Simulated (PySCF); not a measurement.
# Cl2 (chlorine) at GHF/x2c-TZVPPall (X2C-SO, max memory mb 1860)

Wanted: a single-point energy of Cl2 (chlorine). The job is set up through a Python script.

The calculation is run with PySCF 2.14.0.

## 1. Starting point

Cl2 has 2 atoms, charge 0, and is taken as a singlet. As SMILES, `ClCl`. Geometry: embedded from SMILES.

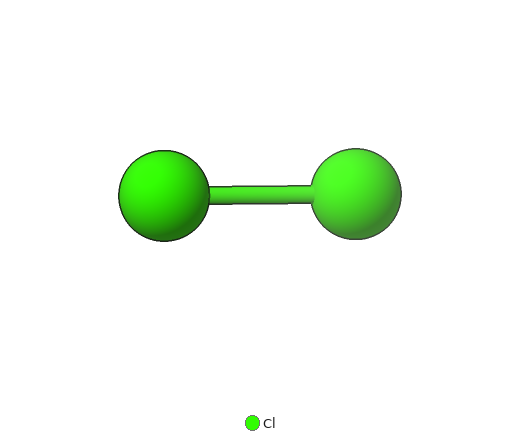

The structure, seen from a chosen angle (chlorine green).

## 2. The energy at GHF/x2c-TZVPPall (X2C-SO, max memory mb 1860)

File job.py:

```python
from pyscf import gto, scf
from rdkit import Chem
from rdkit.Chem import AllChem

rd = Chem.AddHs(Chem.MolFromSmiles('ClCl'))
AllChem.EmbedMolecule(rd, randomSeed=499)
AllChem.UFFOptimizeMolecule(rd)
xyz = rd.GetConformer().GetPositions()
geom = [(a.GetSymbol(), tuple(x)) for a, x in zip(rd.GetAtoms(), xyz)]
for s, x in geom:
    print('%-2s %12.6f %12.6f %12.6f' % (s, *x))

mol = gto.M(
    atom=geom,
    verbose=4,
    max_memory=1860,
    charge=0,
    basis='x2c-tzvppall',
)

mf = scf.GHF(mol).x2c1e()
mf.kernel()

energy = mf.e_tot
print(f'total energy: {energy:.8f} hartree')
```

Command:

```console
OMP_NUM_THREADS=1 python job.py
```

Q: Predict the results. Wanted: total energy; dipole moment; HOMO energy; LUMO energy; HOMO–LUMO gap.

Computed results:

Level: GHF/x2c-TZVPPall (X2C-SO, max memory mb 1860).

| quantity | value |
| --- | --- |
| total energy | -921.80128 Eh |
| dipole moment | 0.00 D |
| HOMO energy | -12.23 eV |
| LUMO energy | 0.30 eV |
| HOMO–LUMO gap | 12.53 eV |
